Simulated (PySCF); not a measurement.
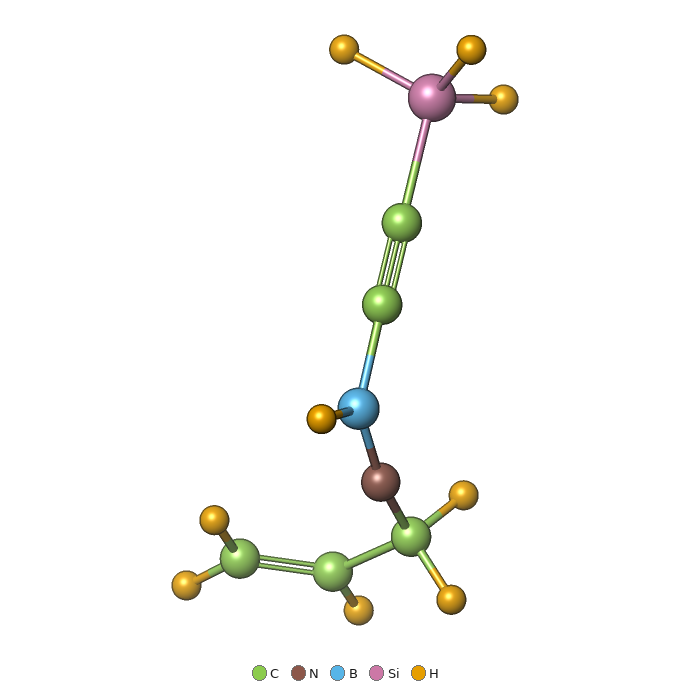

The species is neutral and a spin doublet. The geometry was computed by an optimisation with GFN2-xTB. No frequency run is at hand to confirm it as a minimum. Properties computed with UKS B3LYP, pcH-1 on B C H N Si, non-relativistic (PySCF 2.14.0).

What does the calculation give?

The species is C₅H₉BNSi (`C=CC[N]BC#C[SiH3]`).
- ⟨S²⟩ of the determinant: 0.757
- isotropic g value: 2.00380

The geometry is semi-empirical. Around B, Si such bond lengths and angles can be off by a tenth of an ångström or more and by several degrees, and values that hang on the shape move with them.
